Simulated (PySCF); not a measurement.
# One shape, several levels: SiNH4SeF (SMILES N[SiH](F)[SeH])

We compute a comparison of 6 runs (B3LYP/6-31G*, M06-L/6-31G*, SVWN5/6-31G*, TPSS/6-31G*, wB97M-V/6-31G*, SCS-MP2/6-31G*) of SiNH4SeF. The job is set up through a Python script.

The calculation is run with PySCF 2.14.0.

3 further runs of the same task are left out: 3 set aside as unsound or not needed.

## 1. The system as given

The species is SiNH4SeF (8 atoms), meant as a singlet with charge 0. As SMILES, `N[SiH](F)[SeH]`. The coordinates come from a PBE0-D4/def2-TZVP relaxation. This is one conformer, not always the lowest.

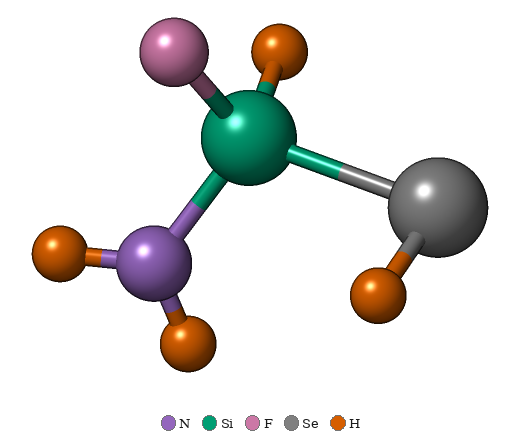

The structure, seen from a chosen angle (nitrogen purple, silicon teal, fluorine pink, selenium grey, hydrogen orange).

## 2. The energy at B3LYP/6-31G(d) (spherical functions) (run 1)

File input.py:

```python
from pyscf import gto, dft

mol = gto.M(
    atom='''
N       -0.341900       1.117600      -0.255700
Si       0.643300      -0.193300       0.171700
F        0.884000      -0.059400       1.744300
Se      -0.373900      -2.119000      -0.437200
H       -0.871400       1.120300      -1.110000
H       -0.189000       2.040800       0.115900
H        1.998900      -0.274000      -0.419100
H       -1.657800      -1.690100       0.134300
''',
    charge=0,
    spin=0,
    max_memory=1860,
    basis='6-31g*',
    verbose=4,
)

mf = dft.RKS(mol, xc='b3lyp')
mf.grids.level = 5
mf.conv_tol = 1e-10
mf.kernel()
if not mf.converged:
    mf = mf.newton().run(mf.mo_coeff, mf.mo_occ)

e_tot = mf.e_tot
print('Final energy', e_tot)
```

Run with:

```
$ OMP_NUM_THREADS=1 python input.py
```

Log:

```text
PySCF version 2.14.0

[... 78 lines left out ...]
converged SCF energy = -2847.88934268838
Final energy -2847.889342688377
```

Wall time 23 s (1 thread of AMD EPYC 7R43 (Zen 3), shared host); peak memory 0.45 GiB.

## 3. A single-point energy at M06-L/6-31G(d) (spherical functions) (run 2)

File job.py:

```python
from pyscf import gto, dft

mol = gto.Mole()
mol.atom = [
    ('N', (-0.341900, 1.117600, -0.255700)),
    ('Si', (0.643300, -0.193300, 0.171700)),
    ('F', (0.884000, -0.059400, 1.744300)),
    ('Se', (-0.373900, -2.119000, -0.437200)),
    ('H', (-0.871400, 1.120300, -1.110000)),
    ('H', (-0.189000, 2.040800, 0.115900)),
    ('H', (1.998900, -0.274000, -0.419100)),
    ('H', (-1.657800, -1.690100, 0.134300)),
]
mol.max_memory = 1860
mol.verbose = 4
mol.basis = '6-31g*'
mol.build()

calc0 = dft.RKS(mol, xc='m06-l')
calc0.conv_tol = 1e-10
calc0.grids.level = 5
calc0.kernel()
if not calc0.converged:
    calc0 = calc0.newton().run(calc0.mo_coeff, calc0.mo_occ)

etot = calc0.e_tot
print('E = %.10f Eh' % etot)
```

Run with:

```
$ OMP_NUM_THREADS=1 python job.py
```

Log:

```text
PySCF version 2.14.0

[... 78 lines left out ...]
converged SCF energy = -2847.72947954995
E = -2847.7294795499 Eh
```

It took 34 s on 1 thread of AMD EPYC 7R43 (Zen 3), shared host; peak memory 0.46 GiB.

Runs 3 to 5 aren't shown in full; the table further down has their settings and results.

## 4. A single-point energy at SCS-MP2/6-31G(d) (spherical functions) (run 6)

File job.py:

```python
from pyscf import gto, mp

mol = gto.Mole()
mol.atom = [
    ('N', (-0.341900, 1.117600, -0.255700)),
    ('Si', (0.643300, -0.193300, 0.171700)),
    ('F', (0.884000, -0.059400, 1.744300)),
    ('Se', (-0.373900, -2.119000, -0.437200)),
    ('H', (-0.871400, 1.120300, -1.110000)),
    ('H', (-0.189000, 2.040800, 0.115900)),
    ('H', (1.998900, -0.274000, -0.419100)),
    ('H', (-1.657800, -1.690100, 0.134300)),
]
mol.verbose = 3
mol.spin = 0
mol.charge = 0
mol.max_memory = 1860
mol.basis = '6-31g*'
mol.build()

mf = mol.RHF()
mf.conv_tol = 1e-10
mf.kernel()
if not mf.converged:
    mf = mf.newton().run(mf.mo_coeff, mf.mo_occ)

pt = mp.MP2(mf, frozen=16).run()
etot = mf.e_tot + 1.2 * pt.e_corr_os + pt.e_corr_ss / 3
print('E = %.10f Eh' % etot)
```

Run with:

```
$ OMP_NUM_THREADS=1 python job.py
```

Log:

```text
converged SCF energy = -2844.78736611211
E(RMP2) = -2845.45493628045  E_corr = -0.667570168338302
E(SCS-RMP2) = -2845.42512692893  E_corr = -0.637760816816619
E = -2845.4251269289 Eh
```

Wall time 4.5 s (1 thread of AMD EPYC 7R43 (Zen 3), shared host); peak memory 0.2 GiB.

## 5. The series

| run | level | nlc grid | integration grid | energy (Eh) | dipole moment (D) of the reference | HOMO energy (eV) | LUMO energy (eV) | wall time |
| --- | --- | --- | --- | --- | --- | --- | --- | --- |
| 1 | B3LYP/6-31G* (spherical functions) | – | 5 | -2847.889343 | 2.67 | -6.90 | 0.28 | 23 s |
| 2 | M06-L/6-31G* (spherical functions) | – | 5 | -2847.729480 | 2.64 | -6.14 | 0.01 | 34 s |
| 3 | SVWN5/6-31G* (spherical functions) | – | 5 | -2842.163637 | 2.78 | -6.09 | -0.52 | 14 s |
| 4 | TPSS/6-31G* (spherical functions) | – | 5 | -2847.802062 | 2.67 | -6.10 | -0.28 | 36 s |
| 5 | wB97M-V/6-31G* (spherical functions) | 1 | 5 | -2847.635127 | 2.72 | -9.32 | 2.58 | 2.8 min |
| 6 | SCS-MP2/6-31G* (spherical functions) | – | – | -2845.425127 | 2.81 | -9.84 | 3.98 | 4.5 s |

## 6. Results

```
                                           quantity           value
                                run 6: total energy  -2845.42513 Eh
        run 6: dipole moment (Hartree–Fock density)          2.81 D
         run 6: HOMO energy (Hartree–Fock orbitals)        -9.84 eV
         run 6: LUMO energy (Hartree–Fock orbitals)         3.98 eV
       run 6: HOMO–LUMO gap (Hartree–Fock orbitals)        13.82 eV
run 6: correlation energy (16 core orbitals frozen)      -637.8 mEh
```

What this shows: Over runs 1, 2, 3, 4, 5 the dipole moment (its size) runs from 2.64 D (M06-L/6-31G*) to 2.78 D (SVWN5/6-31G*). Over runs 1, 2, 3, 4, 5 the HOMO–LUMO gap runs from 5.57 eV (SVWN5/6-31G*) to 11.90 eV (wB97M-V/6-31G*). Totals of different functionals can't be ranked against each other. All runs together took 4.7 min, the longest 2.8 min.
